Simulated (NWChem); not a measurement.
# FH2Si (SMILES F[SiH2]): an attempt with NWChem

Aim: the energy of FH2Si.

The results are computed with NWChem 7.3.0.

## (1) The structure to begin with

FH2Si has 4 atoms, charge 0, and is taken as a doublet. SMILES: `F[SiH2]`. At this shape the atoms don't form one bonded unit as the SMILES string has it.

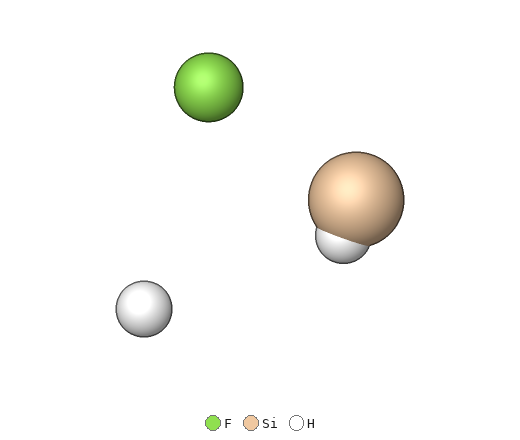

The structure, seen from a chosen angle (fluorine green, silicon light orange, hydrogen white).

## (2) The job

The input, fh2si.nw:

```
start fh2si
title "FH2Si"
memory stack 880 mb heap 220 mb global 1100 mb
charge 0

geometry noautosym nocenter noautoz
  F        1.205590       0.647540      -0.425510
  Si       0.536490      -1.061140       0.934020
  H       -1.219930       0.678520      -0.261640
  H        0.136490      -1.061140       0.934020
end

basis spherical bse
  * library 6-311+G**
end

dft
  xc rpbe cpbe96
  mult 2
  grid medium
  convergence energy 1e-05
  maxiter 60
  mulliken
  print low
end

esp
  restrain
  recalculate
end

task dft energy
task esp
```

Launch:

```bash
$ nwchem fh2si.nw > fh2si.out
```

Log:

```text
Northwest Computational Chemistry Package (NWChem) 7.3.0
             --------------------------------------------------------

           Job information
           ---------------

    nwchem branch   = 7.3.0
    use scalapack   = T
    input           = fh2si.nw
    prefix          = fh2si.
    data base       = ./fh2si.db
    status          = startup
    nproc           =        1

           Memory information
           ------------------

    heap     =     28835836 doubles =      220.0 Mbytes
    stack    =    115343361 doubles =      880.0 Mbytes
    global   =    144179200 doubles =     1100.0 Mbytes (distinct from heap & stack)
    total    =    288358397 doubles =     2200.0 Mbytes
    verify   = yes
    hardfail = no

           Directory information
           ---------------------

  0 permanent = .
  0 scratch   = .

                                NWChem Input Module
                                -------------------

                                       FH2Si
                                       -----

 Scaling coordinates for geometry "geometry" by  1.889725989
 (inverse scale =  0.529177249)

                             Geometry "geometry" -> ""
                             -------------------------

 Output coordinates in angstroms (scale by  1.889725989 to convert to a.u.)

[... 16 lines left out ...]
            Nuclear Dipole moment (a.u.)
[... 79 lines left out ...]
   convergence    iter        energy       DeltaE   RMS-Dens  Diis-err    time
[... 13 lines left out ...]
      Calculation failed to converge
[... 2 lines left out ...]
         Total DFT energy =     -386.737303674416
      One electron energy =     -637.819001376268
           Coulomb energy =      228.686536865642
    Exchange-Corr. energy =      -32.148334907543
 Nuclear repulsion energy =       54.543495743753
[... 38 lines left out ...]
     ------------------------------------------
      Spin Density - Lowdin Population Analysis
     ------------------------------------------

    Atom       Charge   Shell Charges
 -----------   ------   -------------------------------------------------------
    1 F    9     0.08   0.00  0.00  0.02  0.00  0.04  0.00  0.01  0.00  0.00  0.00
    2 Si  14     0.05   0.00  0.00  0.00  0.00  0.01  0.01  0.00 -0.00  0.01 -0.01  0.00  0.02  0.02  0.00
    3 H    1     0.85   0.20  0.39  0.27  0.00
    4 H    1     0.01   0.00  0.00  0.00 -0.00

     --------------------------
     Expectation value of S2:
     --------------------------
      <S2> =      0.9044 (Exact =     0.7500)

 ------------------------------------------------------------------------
 dft energy failed                                                                                  0
 ------------------------------------------------------------------------
 ------------------------------------------------------------------------
  current input line :
    32: task dft energy
 ------------------------------------------------------------------------
 ------------------------------------------------------------------------
 This type of error is most commonly associated with calculations not reaching convergence criteria
 ------------------------------------------------------------------------

0:dft energy failed:Received an Error in Communication
  Errorcode: -1
```

Wall time 24 s (1 thread of Intel Xeon Platinum 8488C (Sapphire Rapids), shared host); peak memory 0.19 GiB.

## (3) What went wrong

The iterations ended before the threshold was met.

The telling line is `This type of error is most commonly associated with calculations not reaching convergence criteria`. What is wrong: two atoms lie on top of or far too near each other.
